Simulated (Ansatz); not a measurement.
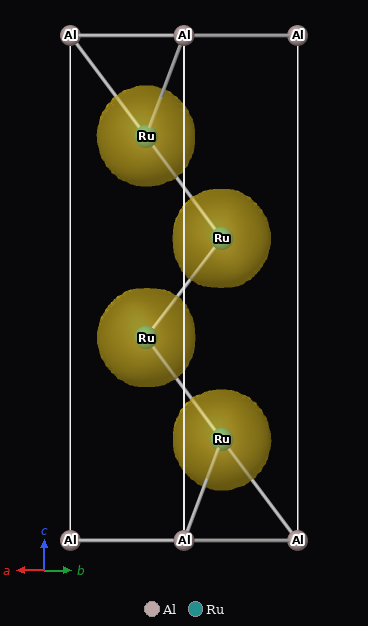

*AlRu$_{4}$. Isosurface of the valence electron density at 0.6 e/Å³ (yellow), seen along [110]. Sticks mark near contacts.*

Space group P-3m1; a generated structure, not necessarily the stable one; computed without spin polarisation.

Level of theory: Ansatz 0.2.0, DFT PBE, scalar-relativistic, plane waves, PAW.

Core electrons are frozen (PAW), and the valence fields are smoothed inside the atomic spheres.

**What does this surface tell about the bonding?**

At this value the density breaks into separate islands; it holds about 75 % of the electrons treated as valence (semicore included). It bridges none of the near contacts. It is pinched off along the sampled Ru–Ru (2.62 Å), Al–Ru (2.65 Å), Al–Al (2.75 Å) and Ru–Ru (2.66 Å) contacts. On the grid the lowest density along these lines, outside the cores, is 0.46 e/Å³ (Ru–Ru, 2.62 Å), 0.27 e/Å³ (Al–Ru, 2.65 Å), 0.21 e/Å³ (Al–Al, 2.75 Å) and 0.41 e/Å³ (Ru–Ru, 2.66 Å).
